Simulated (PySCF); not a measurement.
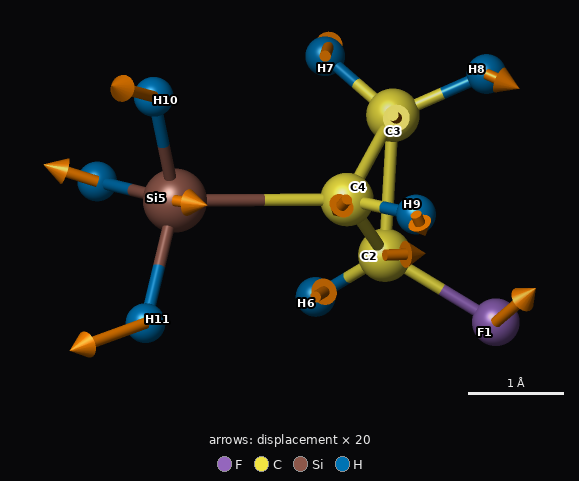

This is a relaxation of C3H7FSi. The starting structure is drawn; orange arrows show the displacements, magnified 20 times. The two geometries are superimposed by the best rigid fit.

Style: ball-and-stick. Shown at a tilt.

The start comes from GFN2-xTB.

Theory: PBE0-D3(BJ)/def2-SVP geometry optimisation, gas phase (PySCF 2.14.0, density-fitted response routines). 

Atoms of which element are displaced furthest, and by how much?

Hydrogen: up to 0.053 Å, against 0.036 Å for fluorine.

What did the optimiser do to the structure, and how much energy did it gain?

After 3 geometry steps the energy has fallen by 0.063 eV. Largest force component: 1.1 eV/Å at the start, 0.013 eV/Å at the end. The largest move after the best rigid fit is that of an H atom, 0.053 Å. By element the largest moves are H 0.053 Å, F 0.036 Å, C 0.025 Å, Si 0.021 Å. Some distances before and after: H–Si 1.462 → 1.495 Å, C–Si 1.884 → 1.868 Å, C–H 1.080 → 1.093 Å, C–C 1.510 → 1.522 Å. Bond angles that change, for instance: C–Si–H 108.7° → 110.9°, C–C–Si 119.8° → 121.9°, H–Si–H 110.8° → 108.7°.
